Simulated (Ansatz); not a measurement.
# C₂H₇BN₂: one species, many methods

How much do the methods differ for C₂H₇BN₂? The plan is to run it at one geometry with functionals of several rungs and with coupled cluster, and see how far each lands from CCSD(T) at the basis-set limit for the atomisation energy.

The runs use Ansatz 0.2.0, Gaussian basis; functionals in def2-TZVPP, the program's frozen cores in correlated methods.

Levels to be run: PBE-D4, r2SCAN-D4, PBE0-D4, B3LYP-D4, ωB97X-V, ωB97M-V, B2PLYP; CCSD(T)/def2-TZVPP; MP2/def2-QZVPP; extrapolation to the limit.

### Step 1. The relaxed structure

An earlier PBE0-D4 in a triple-zeta def2 set relaxation fixed the geometry.

12 atoms, charge 0, spin multiplicity 1.

Atoms are counted from 1 here; the program's logs count them from 0.

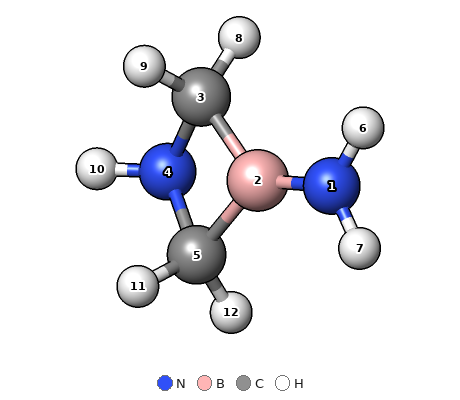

The structure; nitrogen blue, boron pink, carbon grey, hydrogen white; atoms are numbered from 1 in the order of the file.

Geometry (Å):

```
N    -1.4649    1.2865   -0.0881
B    -0.4241    0.3769   -0.0246
C     0.5452   -0.1671    1.1068
N     0.8580   -1.2712    0.1686
C     0.2682   -0.6334   -1.0323
H    -1.7759    1.8217    0.7046
H    -1.9877    1.4654   -0.9284
H     0.1546   -0.4994    2.0738
H     1.3887    0.5139    1.2980
H     1.8404   -1.5007    0.0914
H     1.0023   -0.1363   -1.6847
H    -0.3280   -1.3114   -1.6512
```

### Step 2. PBE-D4 (GGA)

in.yaml

```yaml
crystal:
  periodic: [false, false, false]
  atoms:
    - {symbol: N, position_ang: [-1.464948, 1.286532, -0.088058]}
    - {symbol: B, position_ang: [-0.424074, 0.376902, -0.024567]}
    - {symbol: C, position_ang: [0.545220, -0.167136, 1.106771]}
    - {symbol: N, position_ang: [0.858041, -1.271173, 0.168630]}
    - {symbol: C, position_ang: [0.268152, -0.633433, -1.032275]}
    - {symbol: H, position_ang: [-1.775927, 1.821703, 0.704555]}
    - {symbol: H, position_ang: [-1.987687, 1.465372, -0.928361]}
    - {symbol: H, position_ang: [0.154552, -0.499422, 2.073767]}
    - {symbol: H, position_ang: [1.388682, 0.513893, 1.298046]}
    - {symbol: H, position_ang: [1.840417, -1.500722, 0.091437]}
    - {symbol: H, position_ang: [1.002325, -0.136303, -1.684706]}
    - {symbol: H, position_ang: [-0.327953, -1.311414, -1.651239]}
basis:
  gaussian: {orbitals: def2-TZVPP}
hamiltonian: {xc: pbe, dispersion: d4}
output: {forces: true, orbitals: {seedname: orbitals}}
```

Run with:

```bash
ansatz run in.yaml --threads 4 --pin off --events-out ev --progress --plain --max-ram 10444MiB
```

After this run come: r2SCAN-D4 (meta-GGA); PBE0-D4 (hybrid); B3LYP-D4 (hybrid); ωB97X-V (range-separated); ωB97M-V (range-separated); B2PLYP (double hybrid); CCSD(T) in def2-TZVPP; MP2 in def2-QZVPP.

**Question.** What will the summary of the whole plan be? Wanted: atomisation energy, CCSD(T)/CBS; farthest; mean size of error, hybrid; mean size of error, range-separated; gap, smallest and largest; T1 diagnostic; triples share of the correlation energy.

As calculated:

```
                               quantity                                 value
        atomisation energy, CCSD(T)/CBS                         4648.7 kJ/mol
 functionals within 23.2 kJ/mol (0.5 %)                     r2SCAN-D4, B2PLYP
                               farthest                PBE-D4 (+160.9 kJ/mol)
             mean size of error, hybrid                           54.9 kJ/mol
    mean size of error, range-separated                           46.0 kJ/mol
              gap, smallest and largest  4.40 eV (PBE-D4), 11.17 eV (ωB97X-V)
                          T1 diagnostic                                0.0109
triples share of the correlation energy                                 4.0 %
```

What this shows: PBE-D4 is off by +160.9 kJ/mol. Double hybrids carry the basis error of their MP2 part in triple zeta, and no dispersion term here, so their miss is partly the set-up's. Misses under about 23.2 kJ/mol are within the doubt on the reference itself, which lacks core-valence correlation, relativity and higher excitations. Hartree-Fock recovers 71 % of the binding; the rest is correlation. The gap grows from 4.4 to 11.2 eV across the functionals, mostly with the share of exact exchange.
